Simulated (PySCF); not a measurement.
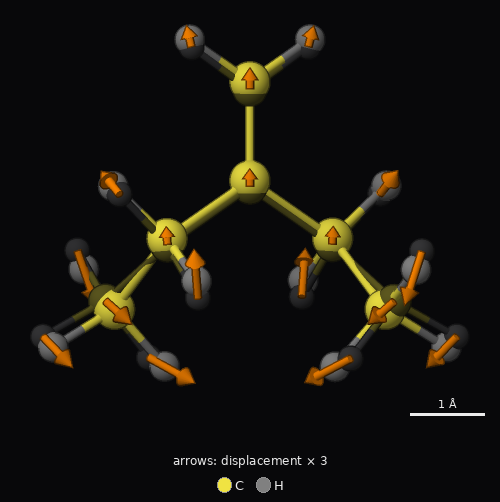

A relaxation of C$_{6}$H$_{12}$. The starting structure is drawn faded, the final one solid; orange arrows show the displacements, 3 times their true length. The two geometries are superimposed by the best rigid fit.

A ball-and-stick model, seen at a tilt.

The start comes from GFN2-xTB.

The calculation used PBE0-D3(BJ)/def2-SVP geometry optimisation, gas phase in PySCF 2.14.0, density-fitted response routines. 

> Describe the change and its energy.

The largest move after the best rigid fit is that of an H atom, 0.30 Å. Largest moves by element: H 0.30 Å, C 0.18 Å. Some distances before and after: C–H 1.077 → 1.094 Å, C–C 1.324 → 1.338 Å, C–H 1.092 → 1.105 Å, C–C 1.529 → 1.525 Å. After 8 geometry steps the energy has fallen by 6.12 kJ/mol. The largest force component goes from 0.59 to 0.012 eV/Å. The forces were under the threshold at step 2, but the run went on from there.
